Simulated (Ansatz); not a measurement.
**GaH2F (SMILES [H][Ga]([H])[F]): methods side by side**

GaH2F has 4 atoms, charge 0, and is taken as a singlet. SMILES: `[H][Ga]([H])[F]`. The shape comes from GFN2-xTB, which is rough for such elements, and wasn't checked as a minimum.

```xyz
4

Ga    0.0512    0.0853    0.0008
H     1.5869   -0.0600    0.0139
H    -0.7975    1.3736   -0.0190
F    -0.8407   -1.3989    0.0043
```

Each level gives the energy change with the Ga1–H3 bond stretched from 1.543 to 1.929 Å (eV). The values are calculated.

```tsv
level	kind	program	value (eV)	less FCI/STO-3G	CPU time (all runs)
BLYP/STO-3G (restricted)	GGA	Ansatz	1.30	+0.39	6 s
PBE/STO-3G (restricted)	GGA	Ansatz	1.29	+0.38	6.1 s
BHLYP/STO-3G (restricted)	global hybrid	Ansatz	1.53	+0.62	5.9 s
r2SCAN0/STO-3G (restricted)	hybrid meta-GGA	Ansatz	1.46	+0.55	15 s
HSE06/STO-3G (restricted)	range-separated hybrid	Ansatz	1.40	+0.49	8.5 s
wB97M-V/STO-3G (restricted)	range-separated hybrid	Ansatz	1.49	+0.58	90 s
wB97X/STO-3G (restricted)	range-separated hybrid	Ansatz	1.45	+0.54	31 s
B2PLYP/STO-3G (restricted)	double hybrid	Ansatz	1.39	+0.48	10 s
FCI/STO-3G	exact in the basis	Ansatz	0.91	0.00	57 s
```

FCI/STO-3G is exact within its basis and frozen core, so for wave-function methods in that basis the difference is their error; functionals converge differently with the basis, so for them it is only a difference. All-electron rows without a relativistic Hamiltonian named are non-relativistic. The first shape isn't each level's own minimum. The values span 0.91 to 1.53 eV. All rows use very small basis sets, so none should be taken for the real molecule's value. Times are those of the runs behind each value, whatever else they computed, on shared processors of several kinds: orders of magnitude only.

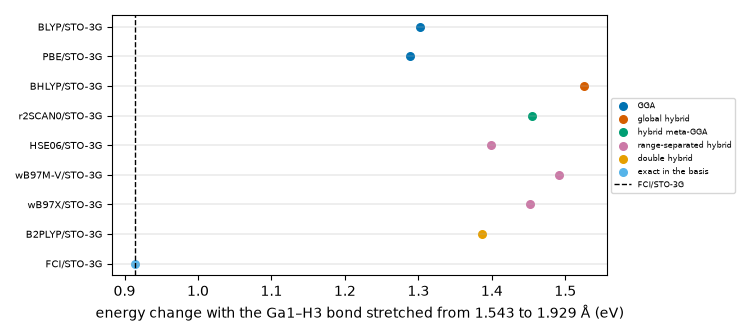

The values of the table, level by level.
